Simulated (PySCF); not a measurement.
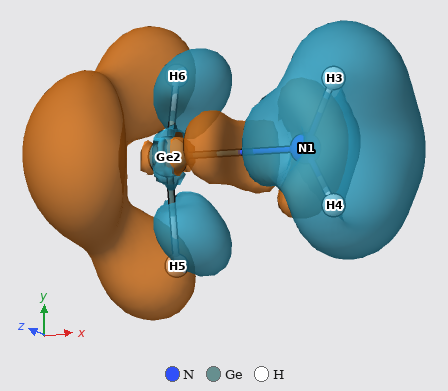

Figure. GeH$_{4}$N, doublet, SMILES `[NH2][GeH2]`. Change of the electron density in a uniform field of 0.21 V/Å, surfaces at ±0.0015 e/Å³ (light blue: gain, orange: loss).

Computed with PySCF, r2SCAN/def2-SVPD, geometry: GFN2-xTB. No frequency check shows the geometry to be a minimum. The stability of the open-shell solution wasn't checked. GFN2-xTB bond lengths at metals and heavier atoms can be off by up to 0.1 Å and shapes distorted, which carries into these values. GFN2-xTB doesn't know the spin state, so this open-shell geometry is rough.

Geometry (Å), atoms numbered from 1:

```
N1       1.4343    0.0002   -0.1068
Ge2     -0.3925   -0.0000    0.0660
H3       1.9489    0.8191    0.1822
H4       1.9484   -0.8205    0.1818
H5      -0.6900   -1.2241   -0.8640
H6      -0.6892    1.2250   -0.8633
```

Q: Along which Cartesian direction does the field point?

A: Along −x: electrons gather on the +x side, against the field.

Q: How large is the response?

A: The induced dipole is 0.56 D (along the field); α along this axis, from the fields in both directions, is 56 bohr³ (8.2 Å³).

Q: Which atoms gain and lose the most charge?

A: Electrons gather most on N1 (Hirshfeld charge changes by −0.012 e) and leave Ge2 most (+0.019 e); 0.043 electrons are displaced in all.
